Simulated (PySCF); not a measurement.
Input

```
{"job": {"kind": "epr", "basis": "pcH-1"}, "charge": 0, "multiplicity": 2}
N     -3.154067     0.881744     0.856965
C     -2.375025     0.202418     0.371504
C     -1.388132    -0.653936    -0.240332
C      0.001897    -0.122536    -0.067916
C      0.384407     0.960542     0.718806
O      1.690180     1.177368     0.668501
C      2.254249     0.208573    -0.187295
O      3.438798     0.178733    -0.407290
C      1.161931    -0.609145    -0.646978
H     -1.465176    -1.649489     0.210818
H     -1.621265    -0.751788    -1.305563
H     -0.212828     1.613544     1.328591
H      1.280644    -1.435542    -1.317540
```

Run with:

```sh
OMP_NUM_THREADS=1 python probes_run.py task.json out
```

Geometry: GFN2-xTB.

Theory: PySCF, UKS B3LYP, pcH-1 on C H N O, non-relativistic, mean-field spin-orbit, GIAO.

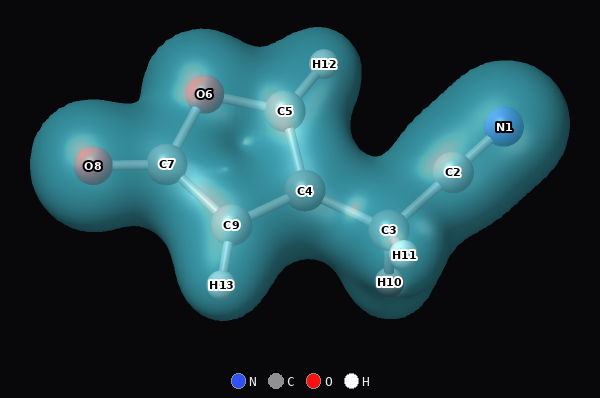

C6H4NO2 (SMILES N#CCC1=COC(=O)[CH]1) (doublet). Isosurface of the total electron density at 0.2 e/Å³ (cyan), seen at a tilt.

Which contacts does the surface bridge?

At this value the surface is in one piece. It bridges the sampled C–N (1.14 Å), C–O (1.21 Å), C–C (1.38 Å) and C–H (1.07 Å) contacts, where the density stays above the isovalue. On the grid the lowest density along these lines, outside the cores, is 3.3 e/Å³ (C–N, 1.14 Å), 2.9 e/Å³ (C–O, 1.21 Å), 2.1 e/Å³ (C–C, 1.38 Å) and 2 e/Å³ (C–H, 1.07 Å).
